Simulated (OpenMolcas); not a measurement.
# Multiconfigurational calculation for Cr³⁺ complex

System: Cr³⁺ with 6 ligands (NH3; octahedron, 2.16 Å), with no charges around it.
Method: state-averaged CASSCF, active space 3 electrons in the shell 3d, basis ANO-RCC-VTZP on the metal and ANO-RCC-VDZP on the ligands, DKH2 scalar Hamiltonian, spin-orbit coupling by RASSI with atomic mean-field integrals (OpenMolcas).

**Results in brief**

```
                                 quantity                                                                 value
                                  outcome                                                             converged
      energy of the lowest spin-free term                                                   −1386.32196 hartree
    energy of the lowest spin-orbit level                                                   −1386.32201 hartree
largest spread among components of a term                                                              0.0 cm⁻¹
                                 hardware  1 thread of Arm Neoverse V1, 24 GiB of memory available, shared host
                                wall time                                                                  72 s
                              peak memory                                                               0.2 GiB
```

**Notes**

Without dynamic correlation the splittings between terms come out too large, often by 20 to 50 %. Caveats: distances are set from ionic radii, not optimised.

**The input**
```
&GATEWAY
Coord
25

Cr 0.0 0.0 0.0
N 2.160000 0.000000 0.000000
H 2.542099 0.945728 0.000000
H 2.542099 -0.472864 0.819024
H 2.542099 -0.472864 -0.819024
N 0.000000 2.160000 0.000000
H 0.000000 2.542099 0.945728
H 0.819024 2.542099 -0.472864
H -0.819024 2.542099 -0.472864
N -2.160000 0.000000 0.000000
H -2.542099 -0.945728 0.000000
H -2.542099 0.472864 -0.819024
H -2.542099 0.472864 0.819024
N 0.000000 -2.160000 0.000000
H 0.000000 -2.542099 -0.945728
H -0.819024 -2.542099 0.472864
H 0.819024 -2.542099 0.472864
N 0.000000 0.000000 2.160000
H 0.945728 0.000000 2.542099
H -0.472864 0.819024 2.542099
H -0.472864 -0.819024 2.542099
N 0.000000 0.000000 -2.160000
H -0.945728 0.000000 -2.542099
H 0.472864 -0.819024 -2.542099
H 0.472864 0.819024 -2.542099
Basis=Cr.ANO-RCC-VTZP,H.ANO-RCC-VDZP,N.ANO-RCC-VDZP
Group=XYZ
NoMove
AngMom=0.0 0.0 0.0
AMFI
RICD
&SEWARD
&RASSCF
FileOrb=start.orb
Symmetry=1
Spin=4
nActEl=3 0 0
Inactive=18 21
Ras2=5 0
CIRoot=10 10 1
SDav=10
CIMx=300
Iter=150 100
PrWF=0.3
OrbListing=Nothing
MaxOrb=0
LevShft=1.0
>>> COPY $Project.JobIph JOB001
&RASSCF
FileOrb=start.orb
Symmetry=1
Spin=2
nActEl=3 0 0
Inactive=18 21
Ras2=5 0
CIRoot=40 40 1
SDav=40
CIMx=300
Iter=150 100
PrWF=0.3
OrbListing=Nothing
MaxOrb=0
LevShft=1.0
>>> COPY $Project.JobIph JOB002
&RASSI
NrOfJobIphs=2 10 40
1 2 3 4 5 6 7 8 9 10
1 2 3 4 5 6 7 8 9 10 11 12 13 14 15 16 17 18 19 20 21 22 23 24 25 26 27
28 29 30 31 32 33 34 35 36 37 38 39 40
IphNames
JOB001
JOB002
EJob
SpinOrbit
DIPRint=1.0
SOCoupling=1000.0
Subsets=2
Property=9
'ANGMOM' 1 'ANGMOM' 2 'ANGMOM' 3 'MLTPL  1' 1 'MLTPL  1' 2 'MLTPL  1' 3
'AMFI' 1 'AMFI' 2 'AMFI' 3
SOProperty=3
'ANGMOM' 1 'ANGMOM' 2 'ANGMOM' 3
```

The file start.orb holds starting orbitals from an earlier step. A driver script formed the levels outside the program, from RASSI's spin-orbit matrix and the active-space energies, averaged over the components of each term or state.

Launched with:
```bash
OMP_NUM_THREADS=1 MOLCAS_MEM=2457 MOLCAS_PROJECT=a pymolcas a.inp > a.log  # once for each step of the input, in one work folder
```

**The program's output (extracts)**
```
--- SEWARD ---
Basis set label: CR.ANO-RCC...6S5P3D2F1G.

      Electronic valence basis set:
      ------------------
      Associated Effective Charge  24.000000 au
      Associated Actual Charge     24.000000 au
      Nuclear Model: Point charge

      Shell  nPrim  nBasis  Cartesian Spherical Contaminant
         s      21       6        X
         p      15       5        X
         d      10       3                 X
         f       6       2                 X
         g       4       1                 X
                  Relativistic Douglas-Kroll-Hess integrals:
                    - DKH order of Hamiltonian: 2
                    - DKH order of Properties : 0
                  Atomic mean-field integrals
--- RASSCF ---
Wave function specifications:
      -----------------------------

      Number of closed shell electrons          78
      Number of electrons in active shells       3
      Max number of holes in RAS1 space          0
      Max nr of electrons in RAS3 space          0
      Number of inactive orbitals               39
      Number of active orbitals                  5
      Number of secondary orbitals             189
      Spin quantum number                      1.5
      State symmetry                             1
Orbital specifications:
      -----------------------

      Symmetry species                           1   2
                                                ag  au
      Frozen orbitals                            0   0
      Inactive orbitals                         18  21
      Active orbitals                            5   0
      RAS1 orbitals                              0   0
      RAS2 orbitals                              5   0
      RAS3 orbitals                              0   0
      Secondary orbitals                        94  95
      Deleted orbitals                           0   0
      Number of basis functions                117 116
      Number of CSFs                            10
      Number of root(s) required                10
      Iter CI   SX   CI       RASSCF       Energy    max ROT     max BLB   max BLB  Level Ln srch  Step   QN
          iter iter root      energy       change     param      element    value   shift minimum  type update
 Nr of preliminary CI iterations:   1
      Total energies have been shifted. Add                -1000.00 au
        1   1   15    0  -385.84451437    0.00E+00  -1.12E-01*   4  32 2 -2.92E-01*  0.93   0.00    SX    NO
        2   1   16    0  -386.14769416   -3.03E-01*  7.54E-02   17  23 1 -1.12E-01*  0.64   0.00    SX    NO
        3   1   14    0  -386.19720854   -4.95E-02*  3.81E-02   17  23 1 -5.92E-02*  0.64   0.00    SX    NO
        4   1   13    0  -386.20668485   -9.48E-03* -1.97E-02   18  21 1 -3.17E-02*  0.66   0.00    SX    NO
        5   1   13    0  -386.20942556   -2.74E-03* -2.46E-02   17  23 1 -1.88E-02*  0.66   2.35    LS   YES
        6   1   12    0  -386.21077222   -1.35E-03* -3.37E-03    4  32 2 -5.17E-03*  0.67   1.08    QN   YES
        7   1   12    0  -386.21087677   -1.05E-04* -1.57E-03   16  55 1 -1.33E-03*  0.67   1.47    LS   YES
        8   1   11    0  -386.21088897   -1.22E-05*  5.46E-04    3  45 1 -1.03E-03*  0.67   1.02    QN   YES
        9   1   10    0  -386.21089495   -5.99E-06*  2.11E-04    5  23 2  2.28E-04*  0.67   1.19    QN   YES
       10   1    9    0  -386.21089576   -8.09E-07*  7.29E-05    4  32 2  1.25E-04*  0.67   1.14    QN   YES
       11   1    7    0  -386.21089585   -8.59E-08*  2.36E-05   16  68 1  3.39E-05   0.67   1.26    QN   YES
       12   1    6    0  -386.21089586   -9.65E-09   4.18E-06   16  68 1  1.44E-05   0.67   1.16    QN   YES
      Convergence after 12 iterations
       13   1    6    0  -386.21089586   -7.57E-10   4.18E-06   16  68 1  3.82E-06   0.67   1.16    QN   YES
      Natural orbitals and occupation numbers for root  1
      sym 1:   1.000000   1.000000   0.000000   1.000000   0.000000
      Natural orbitals and occupation numbers for root  2
      sym 1:   1.000000   0.500021   0.500021   0.499979   0.499979
      Natural orbitals and occupation numbers for root  3
      sym 1:   0.251686   0.748314   0.251686   1.000000   0.748314
::    RASSCF root number  1 Total energy:  -1386.32195743
::    RASSCF root number  2 Total energy:  -1386.24749034
::    RASSCF root number  3 Total energy:  -1386.24729922
::    RASSCF root number  4 Total energy:  -1386.24729922
::    RASSCF root number  5 Total energy:  -1386.20736090
::    RASSCF root number  6 Total energy:  -1386.20733198
::    RASSCF root number  7 Total energy:  -1386.20733198
::    RASSCF root number  8 Total energy:  -1386.14131933
::    RASSCF root number  9 Total energy:  -1386.14078410
::    RASSCF root number 10 Total energy:  -1386.14078410
--- RASSCF ---
Wave function specifications:
      -----------------------------

      Number of closed shell electrons          78
      Number of electrons in active shells       3
      Max number of holes in RAS1 space          0
      Max nr of electrons in RAS3 space          0
      Number of inactive orbitals               39
      Number of active orbitals                  5
      Number of secondary orbitals             189
      Spin quantum number                      0.5
      State symmetry                             1
Orbital specifications:
      -----------------------

      Symmetry species                           1   2
                                                ag  au
      Frozen orbitals                            0   0
      Inactive orbitals                         18  21
      Active orbitals                            5   0
      RAS1 orbitals                              0   0
      RAS2 orbitals                              5   0
      RAS3 orbitals                              0   0
      Secondary orbitals                        94  95
      Deleted orbitals                           0   0
      Number of basis functions                117 116
      Number of CSFs                            40
      Number of root(s) required                40
      Iter CI   SX   CI       RASSCF       Energy    max ROT     max BLB   max BLB  Level Ln srch  Step   QN
          iter iter root      energy       change     param      element    value   shift minimum  type update
 Nr of preliminary CI iterations:   1
      Total energies have been shifted. Add                -1000.00 au
        1   1   13    0  -386.10660421    0.00E+00  -1.46E-02   22  28 1 -1.37E-02*  0.65   0.00    SX    NO
        2   1   13    0  -386.10794012   -1.34E-03*  5.34E-03   18  23 1 -8.60E-03*  0.64   0.00    SX    NO
        3   1   12    0  -386.10826371   -3.24E-04*  2.85E-03   18  23 1 -4.36E-03*  0.65   0.00    SX    NO
        4   1   12    0  -386.10836124   -9.75E-05* -1.89E-03   18  23 1 -3.04E-03*  0.65   0.00    SX    NO
        5   1   11    0  -386.10839415   -3.29E-05* -2.60E-03   18  23 1 -1.75E-03*  0.65   2.40    LS   YES
        6   1   10    0  -386.10841115   -1.70E-05* -2.62E-04    6  30 1  1.18E-03*  0.65   1.01    QN   YES
        7   1    9    0  -386.10841267   -1.52E-06* -1.37E-04   22  28 1  1.76E-04*  0.65   0.92    QN   YES
        8   1    8    0  -386.10841293   -2.65E-07* -7.87E-05   16  24 1 -6.07E-05   0.65   1.58    LS   YES
        9   1    7    0  -386.10841298   -4.14E-08*  2.23E-05    6  30 1  4.31E-05   0.65   1.00    QN   YES
       10   1    6    0  -386.10841299   -9.45E-09   1.10E-05   16  24 1 -1.50E-05   0.65   1.33    QN   YES
      Convergence after 10 iterations
       11   1    6    0  -386.10841299   -1.60E-09   1.10E-05   16  30 1 -7.33E-06   0.65   1.33    QN   YES
      Natural orbitals and occupation numbers for root  1
      sym 1:   1.009290   0.957530   0.038233   0.985312   0.009636
      Natural orbitals and occupation numbers for root  2
      sym 1:   1.013877   0.971049   0.009633   0.967204   0.038237
      Natural orbitals and occupation numbers for root  3
      sym 1:   0.978674   0.994111   0.016552   0.994111   0.016552
::    RASSCF root number  1 Total energy:  -1386.23237432
::    RASSCF root number  2 Total energy:  -1386.23237432
::    RASSCF root number  3 Total energy:  -1386.22802385
::    RASSCF root number  4 Total energy:  -1386.22792923
::    RASSCF root number  5 Total energy:  -1386.22792923
::    RASSCF root number  6 Total energy:  -1386.19329936
::    RASSCF root number  7 Total energy:  -1386.19329936
::    RASSCF root number  8 Total energy:  -1386.19314984
::    RASSCF root number  9 Total energy:  -1386.17319297
::    RASSCF root number 10 Total energy:  -1386.16279431
::    RASSCF root number 11 Total energy:  -1386.16263152
::    RASSCF root number 12 Total energy:  -1386.16263152
::    RASSCF root number 13 Total energy:  -1386.15652674
::    RASSCF root number 14 Total energy:  -1386.15652674
::    RASSCF root number 15 Total energy:  -1386.15634556
::    RASSCF root number 16 Total energy:  -1386.14565988
::    RASSCF root number 17 Total energy:  -1386.14565988
::    RASSCF root number 18 Total energy:  -1386.13082935
::    RASSCF root number 19 Total energy:  -1386.13077099
::    RASSCF root number 20 Total energy:  -1386.13077099
::    RASSCF root number 21 Total energy:  -1386.09597936
::    RASSCF root number 22 Total energy:  -1386.09597936
::    RASSCF root number 23 Total energy:  -1386.09595312
::    RASSCF root number 24 Total energy:  -1386.08628793
::    RASSCF root number 25 Total energy:  -1386.08598540
::    RASSCF root number 26 Total energy:  -1386.08598540
::    RASSCF root number 27 Total energy:  -1386.08203475
::    RASSCF root number 28 Total energy:  -1386.07019972
::    RASSCF root number 29 Total energy:  -1386.07019972
::    RASSCF root number 30 Total energy:  -1386.06995452
--- RASSI ---
SPIN-FREE ENERGIES:
  (Shifted by EMIN (a.u.) =      -1386.3219574313)

 SF State       Relative EMIN(au)   Rel lowest level(eV)    D:o, cm**(-1)

     1             0.0000000000        0.0000000000              0.0000
     2             0.0744670943        2.0263528652          16343.6381
     3             0.0746582155        2.0315535383          16385.5843
     4             0.0746582155        2.0315535383          16385.5843
    11             0.0895831105        2.4376806220          19661.2202
    12             0.0895831105        2.4376806220          19661.2202
    13             0.0939335859        2.5560630885          20616.0391
    14             0.0940282039        2.5586377744          20636.8054
    15             0.0940282039        2.5586377744          20636.8054
     5             0.1145965319        3.1183304930          25151.0316
     6             0.1146254481        3.1191173431          25157.3780
     7             0.1146254481        3.1191173431          25157.3780
    16             0.1286580670        3.5009643540          28237.1818
    17             0.1286580670        3.5009643540          28237.1818
    18             0.1288075960        3.5050332457          28269.9996
    19             0.1487644642        4.0480872939          32650.0259
    20             0.1591631245        4.3310492579          34932.2681
    21             0.1593259151        4.3354790155          34967.9965
    22             0.1593259151        4.3354790155          34967.9965
    23             0.1654306874        4.5015983326          36307.8391
    24             0.1654306874        4.5015983326          36307.8391
    25             0.1656118677        4.5065284977          36347.6036
    26             0.1762975501        4.7973007295          38692.8398
    27             0.1762975501        4.7973007295          38692.8398
     8             0.1806380997        4.9154131006          39645.4803
    10             0.1811733282        4.9299774113          39762.9494
     9             0.1811733282        4.9299774113          39762.9494
    28             0.1911280785        5.2008599652          41947.7646
    29             0.1911864388        5.2024480323          41960.5732
    30             0.1911864388        5.2024480323          41960.5732
    31             0.2259780731        6.1491766306          49596.4543
    32             0.2259780731        6.1491766306          49596.4543
    33             0.2260043095        6.1498905590          49602.2125
    34             0.2356695062        6.4128939603          51723.4780
    35             0.2359720276        6.4211259874          51789.8738
    36             0.2359720276        6.4211259874          51789.8738
    37             0.2399226839        6.5286288215          52656.9426
    38             0.2517577082        6.8506762374          55254.4302
    39             0.2517577082        6.8506762374          55254.4302
    40             0.2520029097        6.8573485110          55308.2457
Eigenvalues of complex Hamiltonian:
   -----------------------------------
  (Shifted by EMIN (a.u.) =      -1386.3219574313)

 SO State       Relative EMIN(au)   Rel lowest level(eV)    D:o, cm**(-1)

     1            -0.0000564680        0.0000000000              0.0000
     2            -0.0000564680        0.0000000000              0.0000
     3            -0.0000563313        0.0000037197              0.0300
     4            -0.0000563313        0.0000037197              0.0300
     5             0.0740600565        2.0168133729          16266.6969
     6             0.0740600565        2.0168133729          16266.6969
     7             0.0742634295        2.0223474364          16311.3321
     8             0.0742634295        2.0223474364          16311.3321
     9             0.0743952143        2.0259334812          16340.2555
    10             0.0743952143        2.0259334812          16340.2555
    11             0.0746917528        2.0340027074          16405.3382
    12             0.0746917528        2.0340027074          16405.3382
    13             0.0747116577        2.0345443461          16409.7068
    14             0.0747116577        2.0345443461          16409.7068
    15             0.0748645486        2.0387047202          16443.2625
    16             0.0748645486        2.0387047202          16443.2625
    17             0.0896384386        2.4407227465          19685.7566
    18             0.0896384386        2.4407227465          19685.7566
    19             0.0896595887        2.4412982709          19690.3985
    20             0.0896595887        2.4412982709          19690.3985
    21             0.0937181267        2.5517367147          20581.1446
    22             0.0937181267        2.5517367147          20581.1446
    23             0.0937812063        2.5534531998          20594.9890
    24             0.0937812063        2.5534531998          20594.9890
    25             0.0942794488        2.5670110686          20704.3406
    26             0.0942794488        2.5670110686          20704.3406
    27             0.1140295843        3.1044396323          25038.9943
    28             0.1140295843        3.1044396323          25038.9943
    29             0.1141353999        3.1073190232          25062.2181
    30             0.1141353999        3.1073190232          25062.2181
    31             0.1141382653        3.1073969934          25062.8470
    32             0.1141382653        3.1073969934          25062.8470
    33             0.1149777893        3.1302416052          25247.1012
    34             0.1149777893        3.1302416052          25247.1012
    35             0.1149968368        3.1307599142          25251.2816
    36             0.1149968368        3.1307599142          25251.2816
    37             0.1153249685        3.1396888324          25323.2982
    38             0.1153249685        3.1396888324          25323.2982
    39             0.1285367777        3.4992004772          28222.9552
    40             0.1285367777        3.4992004772          28222.9552
    41             0.1286065163        3.5010981597          28238.2610
Weights of the five most important spin-orbit-free states for each spin-orbit state.

 SO State  Total energy (au)           Spin-free states, spin, and weights
 -------------------------------------------------------------------------------------------------------
    1        -0.000056       1 1.5  0.9994    2 1.5  0.0003    4 1.5  0.0001    3 1.5  0.0001   17 0.5  0.0001
    2        -0.000056       1 1.5  0.9994    2 1.5  0.0003    3 1.5  0.0001    4 1.5  0.0001   16 0.5  0.0001
    3        -0.000056       1 1.5  0.9994    3 1.5  0.0002    4 1.5  0.0002   18 0.5  0.0001    2 1.5  0.0000
    4        -0.000056       1 1.5  0.9994    3 1.5  0.0002    4 1.5  0.0002   18 0.5  0.0001    2 1.5  0.0000
    5         0.074060       2 1.5  0.4764    3 1.5  0.2616    4 1.5  0.2616    6 1.5  0.0001    7 1.5  0.0001
    6         0.074060       2 1.5  0.4764    3 1.5  0.2616    4 1.5  0.2616    6 1.5  0.0001    7 1.5  0.0001
    7         0.074263       2 1.5  0.8165    4 1.5  0.0897    3 1.5  0.0897   11 0.5  0.0012   12 0.5  0.0012
    8         0.074263       2 1.5  0.8165    4 1.5  0.0897    3 1.5  0.0897   11 0.5  0.0012   12 0.5  0.0012
    9         0.074395       3 1.5  0.4805    4 1.5  0.4805    2 1.5  0.0358   11 0.5  0.0007   12 0.5  0.0007
   10         0.074395       4 1.5  0.4805    3 1.5  0.4805    2 1.5  0.0358   11 0.5  0.0007   12 0.5  0.0007
   11         0.074692       2 1.5  0.3818    4 1.5  0.3047    3 1.5  0.3047   11 0.5  0.0034   12 0.5  0.0034
   12         0.074692       2 1.5  0.3818    4 1.5  0.3047    3 1.5  0.3047   11 0.5  0.0034   12 0.5  0.0034
```

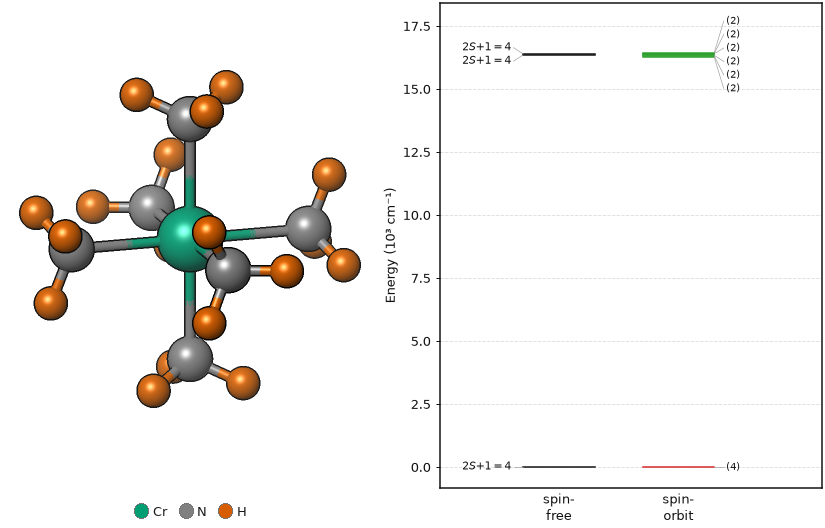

*Cr³⁺ (3d³) with 6 ligands, NH₃, at 2.16 Å (arrangement: octahedron, Ci), and its levels. Labels give the representation in O, Td, D4 or D3 as the site allows (double group for half-integer spin) where it could be assigned and, in brackets, the degeneracy; spin-free states, where drawn, share the zero of the spin-orbit levels.*

The ground level is 4-fold degenerate, 100 % from states of spin multiplicity 4. The next level lies at 16,300 cm⁻¹. The active orbitals hold 88 to 98 % metal character (Löwdin), and the Mulliken charge of the metal is +1.68.
